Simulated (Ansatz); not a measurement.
# Geometry relaxation of BH₄OF (part 2 of 2)

Continued. System: BH₄OF. Method: RHF/6-31G* (Ansatz 0.2.0). It belongs to a series of runs on one base structure; here: end point A relaxed.

Geometry of the input (Å):
```
B  -0.0522  -0.2529  0.1531
O  -0.0111  -0.4426  1.5090
H  -0.8725  -0.5164  1.8939
F  1.0864  -0.2212  -0.4931
H  -1.0692  -0.1454  -0.4500
H  0.1257  2.1027  0.5850
H  0.1171  1.7566  1.1928
```

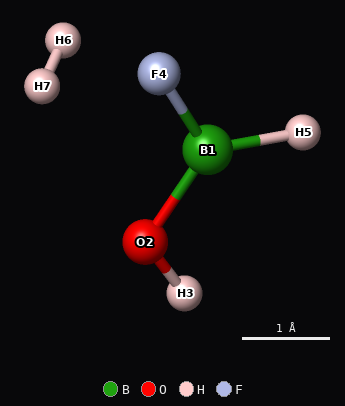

The geometry at step 12 of the log (ball-and-stick view, seen at a tilt; atoms are numbered from 1 in the order of the input).

### Trajectory as extended XYZ, continued
```
7
Properties=species:S:1:pos:R:3:forces:R:3 step=4 energy=-5479.93737
B    -0.0749   -0.4890    0.1336    0.1962   0.1016   0.2861
O    -0.0302   -0.7292    1.4594   -0.5546   0.1092  -0.2100
H    -0.8933   -0.6924    1.8641    0.4294  -0.1042  -0.1221
F     1.0699   -0.4315   -0.5137   -0.1228  -0.0955   0.0047
H    -1.0886   -0.3017   -0.4622    0.0467  -0.0662   0.0322
H     0.1729    2.6274    0.6282   -0.0008  -0.0079   0.0820
H     0.1685    2.2972    1.2813    0.0059   0.0628  -0.0729
7
Properties=species:S:1:pos:R:3:forces:R:3 step=5 energy=-5479.95265
B    -0.0765   -0.5468    0.1268   -0.0728   0.0303  -0.2263
O    -0.0442   -0.7692    1.4429    0.0436  -0.0334   0.2273
H    -0.8952   -0.7629    1.8561    0.0194  -0.0056  -0.0155
F     1.0595   -0.5351   -0.5341    0.0501  -0.0157   0.0349
H    -1.0861   -0.3623   -0.4709   -0.0425   0.0063  -0.0262
H     0.1840    2.8214    0.6753   -0.0030   0.0197  -0.0108
H     0.1828    2.4357    1.2945    0.0051  -0.0016   0.0167
7
Properties=species:S:1:pos:R:3:forces:R:3 step=6 energy=-5479.95600
B    -0.0817   -0.5902    0.1127   -0.0283  -0.0122   0.0339
O    -0.0488   -0.7865    1.4389    0.0384   0.0119  -0.0666
H    -0.8997   -0.7769    1.8506   -0.0245   0.0028   0.0060
F     1.0594   -0.5939   -0.5398   -0.0030  -0.0037   0.0140
H    -1.0915   -0.4166   -0.4918    0.0164  -0.0055   0.0071
H     0.1529    2.9490    0.7267   -0.0032   0.0050   0.0021
H     0.2338    2.4959    1.2933    0.0041   0.0016   0.0035
7
Properties=species:S:1:pos:R:3:forces:R:3 step=7 energy=-5479.94669 accepted=F
B    -0.0866   -0.6348    0.1001    0.0068  -0.0128   0.1548
O    -0.0546   -0.8013    1.4331    0.0334   0.0177  -0.2087
H    -0.9056   -0.7885    1.8431   -0.0603   0.0121   0.0246
F     1.0598   -0.6539   -0.5437   -0.0480   0.0035  -0.0095
H    -1.0958   -0.4720   -0.5119    0.0677  -0.0206   0.0333
H     0.1095    3.0825    0.7865    0.2104  -0.6039   0.5642
H     0.2976    2.5489    1.2835   -0.2101   0.6040  -0.5586
7
Properties=species:S:1:pos:R:3:forces:R:3 step=8 energy=-5479.95701
B    -0.0840   -0.6101    0.1041    0.0292  -0.0008  -0.0034
O    -0.0493   -0.7730    1.4332   -0.0109  -0.0011   0.0182
H    -0.9010   -0.7590    1.8441    0.0015   0.0036   0.0038
F     1.0586   -0.6237   -0.5458   -0.0008  -0.0024  -0.0094
H    -1.0925   -0.4558   -0.5047   -0.0193  -0.0034  -0.0139
H     0.1253    2.9884    0.7616   -0.0020   0.0031   0.0043
H     0.2674    2.5139    1.2980    0.0024   0.0010   0.0005
7
Properties=species:S:1:pos:R:3:forces:R:3 step=9 energy=-5479.95427 accepted=F
B    -0.0862   -0.6374    0.0912    0.0862  -0.0108   0.0384
O    -0.0505   -0.7499    1.4263   -0.0694   0.0053  -0.0044
H    -0.9036   -0.7260    1.8353    0.0351   0.0041  -0.0042
F     1.0585   -0.6688   -0.5548   -0.0114   0.0008  -0.0177
H    -1.0932   -0.5128   -0.5251   -0.0402  -0.0011  -0.0164
H     0.0756    3.0467    0.8222    0.1789  -0.3708   0.3453
H     0.3237    2.5290    1.2956   -0.1792   0.3726  -0.3409
7
Properties=species:S:1:pos:R:3:forces:R:3 step=10 energy=-5479.95773
B    -0.0848   -0.6283    0.0947    0.0302   0.0037   0.0187
O    -0.0482   -0.7559    1.4283   -0.0126  -0.0001  -0.0132
H    -0.8996   -0.7349    1.8398    0.0032   0.0047   0.0007
F     1.0574   -0.6540   -0.5557   -0.0056  -0.0040  -0.0035
H    -1.0943   -0.4936   -0.5175   -0.0152  -0.0067  -0.0068
H     0.1109    3.0208    0.7946    0.0133  -0.0396   0.0488
H     0.2828    2.5268    1.3063   -0.0133   0.0419  -0.0447
7
Properties=species:S:1:pos:R:3:forces:R:3 step=11 energy=-5479.95818
B    -0.0847   -0.6413    0.0864    0.0140  -0.0579   0.0246
O    -0.0469   -0.7365    1.4232   -0.0103   0.0233  -0.0396
H    -0.8979   -0.7070    1.8351    0.0065   0.0040  -0.0041
F     1.0566   -0.6832   -0.5649   -0.0093   0.0149   0.0080
H    -1.0959   -0.5315   -0.5292   -0.0007   0.0146   0.0072
H     0.0963    3.0503    0.8318    0.0359  -0.0930   0.0922
H     0.2967    2.5300    1.3083   -0.0361   0.0941  -0.0882
7
Properties=species:S:1:pos:R:3:forces:R:3 step=12 energy=-5479.95590 accepted=F
B    -0.0860   -0.6773    0.0726    0.0224   0.2217   0.1233
O    -0.0444   -0.6977    1.4151   -0.0177  -0.0672  -0.1597
H    -0.8953   -0.6607    1.8270    0.0100   0.0050  -0.0115
F     1.0559   -0.7177   -0.5780   -0.0264  -0.0712   0.0206
H    -1.0984   -0.5866   -0.5459    0.0123  -0.0884   0.0237
H     0.0758    3.0908    0.8908    0.1221  -0.2803   0.2163
H     0.3167    2.5301    1.3090   -0.1228   0.2805  -0.2128
7
Properties=species:S:1:pos:R:3:forces:R:3 step=13 energy=-5479.95917
B    -0.0846   -0.6547    0.0785   -0.0140  -0.0087   0.0054
O    -0.0444   -0.7088    1.4168    0.0073   0.0048  -0.0024
H    -0.8947   -0.6746    1.8292   -0.0028   0.0042  -0.0013
F     1.0554   -0.7026   -0.5736    0.0125  -0.0002  -0.0039
H    -1.0980   -0.5678   -0.5370   -0.0027  -0.0011  -0.0014
H     0.0923    3.0639    0.8639    0.0074  -0.0175   0.0224
H     0.2984    2.5253    1.3128   -0.0077   0.0185  -0.0188
7
Properties=species:S:1:pos:R:3:forces:R:3 step=14 energy=-5479.95980
B    -0.0846   -0.6655    0.0711   -0.0291  -0.0136   0.0183
O    -0.0418   -0.6831    1.4107    0.0126   0.0071  -0.0237
H    -0.8916   -0.6433    1.8238   -0.0048   0.0038  -0.0025
F     1.0544   -0.7231   -0.5819    0.0141   0.0012  -0.0012
H    -1.1001   -0.6033   -0.5448    0.0077   0.0006   0.0058
H     0.0883    3.0801    0.8967    0.0116  -0.0280   0.0287
H     0.2996    2.5190    1.3151   -0.0120   0.0289  -0.0253
7
Properties=species:S:1:pos:R:3:forces:R:3 step=15 energy=-5479.96053
B    -0.0847   -0.6827    0.0612   -0.0437   0.0449   0.0550
O    -0.0379   -0.6441    1.4014    0.0161  -0.0141  -0.0789
H    -0.8870   -0.5982    1.8154   -0.0081   0.0038  -0.0037
F     1.0531   -0.7489   -0.5928    0.0134  -0.0161   0.0042
H    -1.1028   -0.6526   -0.5541    0.0227  -0.0199   0.0200
H     0.0857    3.1020    0.9457    0.0276  -0.0741   0.0533
H     0.2979    2.5054    1.3139   -0.0282   0.0755  -0.0498
7
Properties=species:S:1:pos:R:3:forces:R:3 step=16 energy=-5479.96074
B    -0.0844   -0.6950    0.0522   -0.0480  -0.0054   0.1011
O    -0.0341   -0.6134    1.3917    0.0116  -0.0024  -0.1450
H    -0.8823   -0.5582    1.8065   -0.0053   0.0027  -0.0072
F     1.0519   -0.7794   -0.6025    0.0056   0.0019   0.0134
H    -1.1048   -0.6961   -0.5614    0.0367   0.0015   0.0341
H     0.0811    3.1251    0.9931    0.0640  -0.1821   0.0987
H     0.2969    2.4978    1.3110   -0.0645   0.1838  -0.0951
7
Properties=species:S:1:pos:R:3:forces:R:3 step=17 energy=-5479.96155
B    -0.0845   -0.7023    0.0515   -0.0415   0.0354  -0.0739
O    -0.0328   -0.6054    1.3859    0.0016  -0.0066   0.0517
H    -0.8807   -0.5478    1.8012    0.0041   0.0030  -0.0038
F     1.0515   -0.7880   -0.6040    0.0099  -0.0153   0.0013
H    -1.1053   -0.7068   -0.5606    0.0263  -0.0182   0.0211
H     0.0811    3.1330    1.0092    0.0390  -0.1120   0.0585
H     0.2951    2.4981    1.3075   -0.0394   0.1137  -0.0549
7
Properties=species:S:1:pos:R:3:forces:R:3 step=18 energy=-5479.96264
B    -0.0865   -0.7179    0.0415    0.0311  -0.0051   0.0128
O    -0.0304   -0.5743    1.3728   -0.0034   0.0163  -0.0091
H    -0.8774   -0.5089    1.7884   -0.0041  -0.0070   0.0045
F     1.0495   -0.8085   -0.6140   -0.0106  -0.0060  -0.0025
H    -1.1080   -0.7667   -0.5635   -0.0130   0.0004  -0.0093
H     0.0953    3.1587    1.0582   -0.0013   0.0040   0.0034
H     0.2818    2.4983    1.3071    0.0011  -0.0025   0.0002
7
Properties=species:S:1:pos:R:3:forces:R:3 step=19 energy=-5479.95238 accepted=F
B    -0.0917   -0.7787    0.0086    0.0795   0.1144   0.4730
O    -0.0207   -0.4581    1.3227   -0.0827  -0.1321  -0.6605
H    -0.8646   -0.3739    1.7417   -0.0118  -0.0227   0.0056
F     1.0420   -0.8903   -0.6496   -0.1000  -0.0047   0.0501
H    -1.1178   -0.9628   -0.5737    0.1131   0.0412   0.1292
H     0.1244    3.2365    1.2148    0.1121  -0.6569   0.1029
H     0.2528    2.5081    1.3260   -0.1104   0.6609  -0.1004
7
Properties=species:S:1:pos:R:3:forces:R:3 step=20 energy=-5479.96289
B    -0.0864   -0.7218    0.0386    0.0095   0.0006  -0.0116
O    -0.0298   -0.5573    1.3668    0.0123  -0.0014   0.0262
H    -0.8761   -0.4997    1.7848   -0.0105   0.0076   0.0007
F     1.0488   -0.8191   -0.6168    0.0016  -0.0019  -0.0073
H    -1.1086   -0.7816   -0.5642   -0.0128  -0.0072  -0.0113
H     0.0941    3.1617    1.0707   -0.0029   0.0115   0.0011
H     0.2822    2.4986    1.3106    0.0027  -0.0092   0.0022
```

### Key numbers

| quantity | value |
| --- | --- |
| outcome | converged |
| total energy | −5479.9629 eV |
| mean-field energy | −5479.9629 eV |
| largest force (length of the vector) at the end | 0.029 eV/Å |
| hardware | 1 thread of Arm Neoverse N1, 24 GiB of memory available, shared host |
| wall time | 23 s |
| peak memory | 0.11 GiB |
